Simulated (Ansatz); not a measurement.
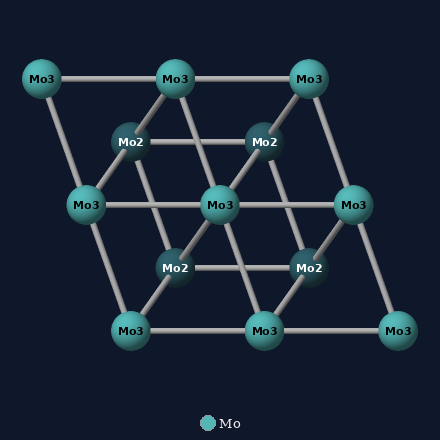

The system is H on a Mo(110) slab cut from the Im-3m phase, its upper half relaxed before the scan (3 atoms of substrate and one adsorbate in a 1 × 1 cell); the picture shows it without the atoms that are moved over the map. 
- H is moved over the surface cell; relaxed at each place: the height of the adsorbate's atoms; substrate rigid; the origin of the map has the adsorbate above Mo3.
- Places are given modulo a cell vector. The map is drawn in real space over the plane of the surface.
- The grid has 6 × 6 points; 13 points were computed and 23 follow by symmetry.
- Energies: eV, counted from the lowest grid point.
- With one adsorbate in each 1 × 1 cell, its nearest image is 2.7 Å away, so neighbouring adsorbates interact.
- All numbers below come from Ansatz 0.2.0, DFT r2SCAN, scalar-relativistic, plane waves, PAW. Settings: cutoff 500 eV, k-mesh 10×10×1, gaussian smearing 0.1 eV, no spin polarisation.

Range: position of H4 along the first surface vector from 0.000 to 0.833; position of H4 along the second surface vector from 0.000 to 0.833.

What landscape does the calculation give?

The lowest grid point is at (2/6, 4/6) of the cell vectors [nearest 1 Mo at 1.85 Å]; the map holds 2 wells of about this depth. The bottom of the well lies between grid points, at about (0.34, 0.66) of the cell vectors, about 0.015 eV lower on the interpolated surface. The highest grid point, the top site over a surface Mo atom, (0/6, 0/6) of the cell vectors, lies 1.15 eV above the lowest. On the interpolated surface the easiest way out of the lowest well to a well of about the same depth near (4/6, 2/6) of the cell vectors [nearest 1 Mo at 1.85 Å] passes a barrier of about 0.16 eV, counted from the interpolated bottom of the well. At the lowest point the adsorbate has 1 Mo at 1.85 Å as nearest neighbours, at the highest 1 Mo at 1.72 Å. Its relaxed height above the top atom is 1.11 Å at the lowest and 1.72 Å at the highest point.

```csv
"second ↓, first →",0/6,1/6,2/6,3/6,4/6,5/6
5/6,0.97,0.69,0.26,0.19,0.71,1.04
4/6,0.50,0.26,0.00,0.24,0.68,0.71
3/6,0.15,0.19,0.24,0.28,0.24,0.19
2/6,0.50,0.71,0.68,0.24,0.00,0.26
1/6,0.97,1.04,0.71,0.19,0.26,0.69
0/6,1.15,0.97,0.50,0.15,0.50,0.97
```

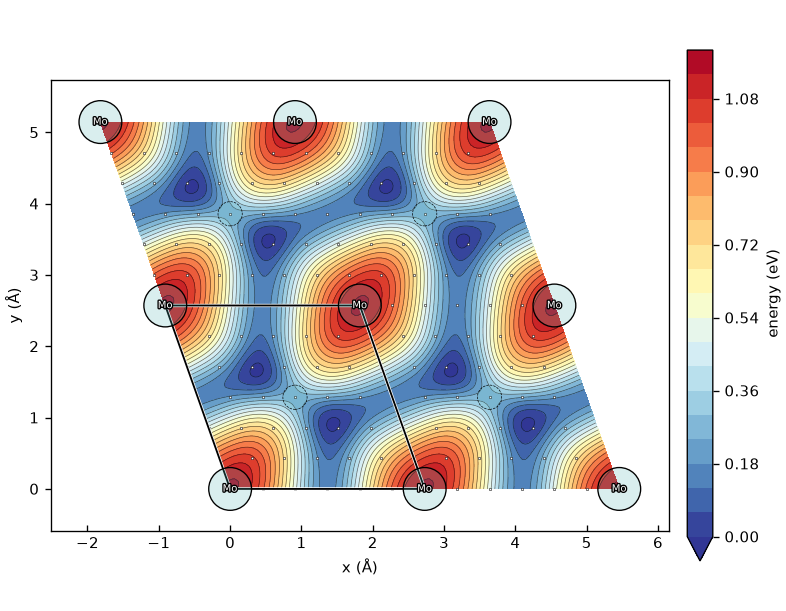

In the figure: filled contours, dots at the grid points, labelled circles for the atoms of the top layer and small ones for the second layer, the outline of one cell of the 2 × 2 shown. Between grid points the surface is interpolated.

The whole map (13 points run) took 26 min on 1 thread of Arm Neoverse V2, on a shared host.
